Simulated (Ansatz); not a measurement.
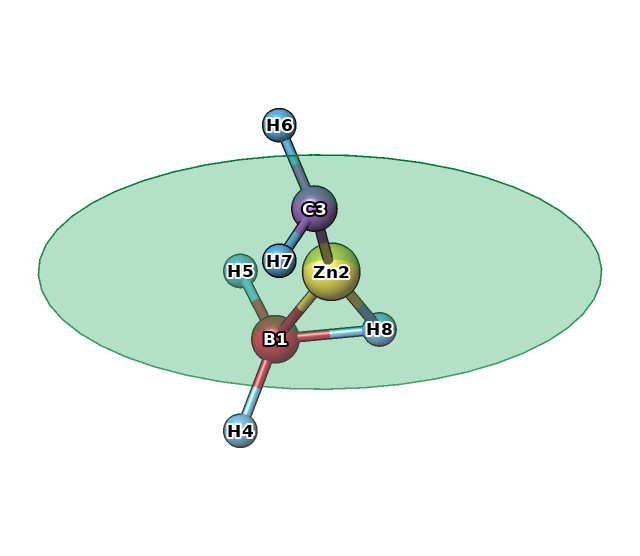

A disc through the centre of mass is drawn in. Distant atoms are faded towards the background colour. Computed geometry: PBE0-D4/def2-TZVP optimisation. No frequency run is at hand to confirm it as a minimum.

Is the plane of the disc a mirror plane of the structure?

Yes. The reflection leaves B1, Zn2, C3, H8 in place and moves H4 ↔ H5; H6 ↔ H7. The point group is Cs.
